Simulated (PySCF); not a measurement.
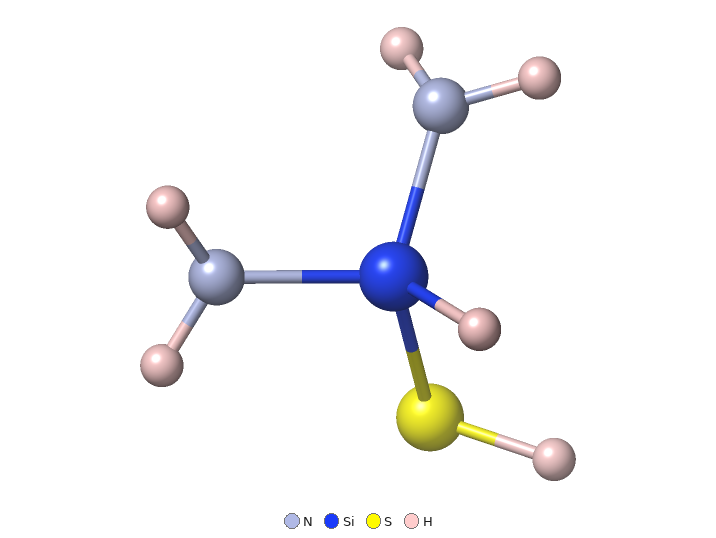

Ball-and-stick drawing of a structure. Every bond is drawn as one stick, whatever its order.

The geometry was computed by an optimisation with PBE0-D3(BJ)/def2-SVP. No frequency run is at hand to confirm it as a minimum.

Identify the structure.

The molecule is H₆N₂SSi. Its SMILES string is `N[SiH](N)S`. It has no ring. Among its groups: Si–H bond, Si–N bond. The point group is C1. Coordination, clear cases only: 1 Si tetrahedral; 1 S bent.

More results for the same structure follow; atom numbers are the same in all pictures, views and colours differ.

## Excitation

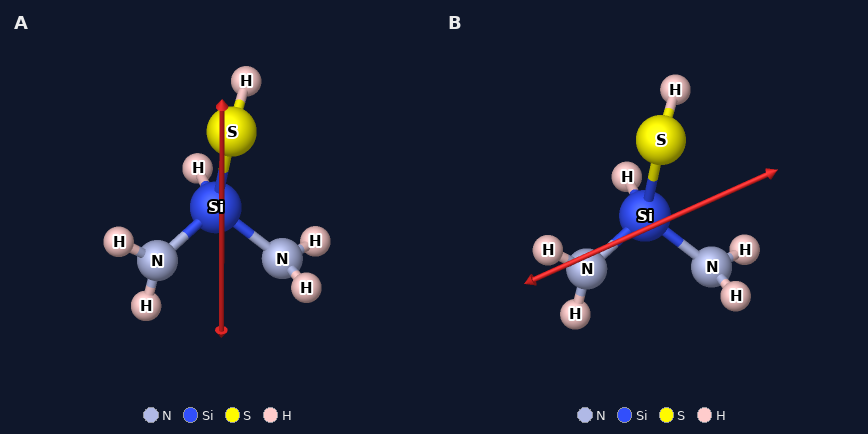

The double arrows show the directions of two transition dipoles from the ground state (lengths mean nothing). No frequency run is at hand to confirm it as a minimum. Level of theory: TDDFT PBE0/def2-SVPD, vertical, IEF-PCM chloroform (non-equilibrium linear response), core orbitals frozen in the response (PySCF 2.14.0).

> One belongs to singlet state 2 and one to singlet state 4. Which is which?

A: state 2, 6.65 eV (186 nm), oscillator strength 0.019, mainly HOMO−1 → LUMO (weight 0.63).
B: state 4, 6.86 eV (181 nm), oscillator strength 0.049, mainly HOMO−2 → LUMO (weight 0.57).

## Charges

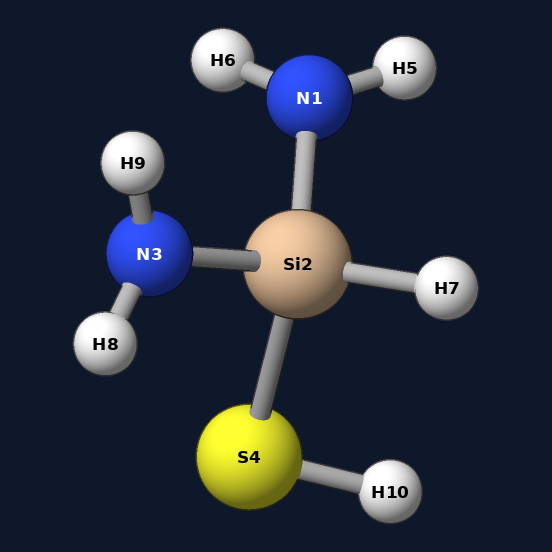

The questions are on Hirshfeld charges. No frequency run is at hand to confirm it as a minimum. Method: PBE0/pcSseg-1, gas phase (PySCF 2.14.0).

Give the Hirshfeld charges atom by atom.

```
atom  value (e)
  N1      −0.32
 Si2       0.38
  N3      −0.32
  S4      −0.18
  H5       0.12
  H6       0.12
  H7      −0.10
  H8       0.12
  H9       0.12
 H10       0.05
```

## NMR shielding

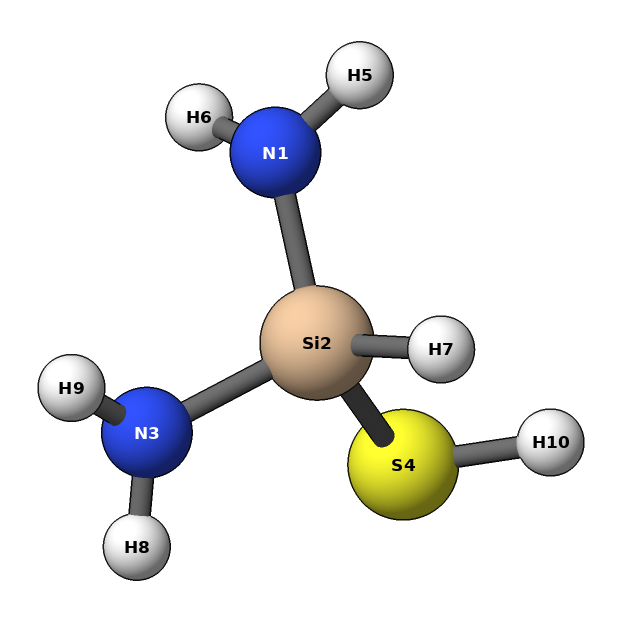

No frequency run is at hand to confirm it as a minimum. Properties computed with GIAO PBE0/pcSseg-1 NMR shielding, non-relativistic, gas phase (PySCF 2.14.0). Principal shieldings σ11 ≤ σ22 ≤ σ33, span Ω = σ33 − σ11, skew κ = 3(σiso − σ22)/Ω.

Give the shielding tensors of the Si atoms.

```tsv
atom	σ11	σ22	σ33	σiso	Ω	κ
Si2	307.1	367.1	446.0	373.4	138.9	0.14
```

Shieldings and span in ppm.
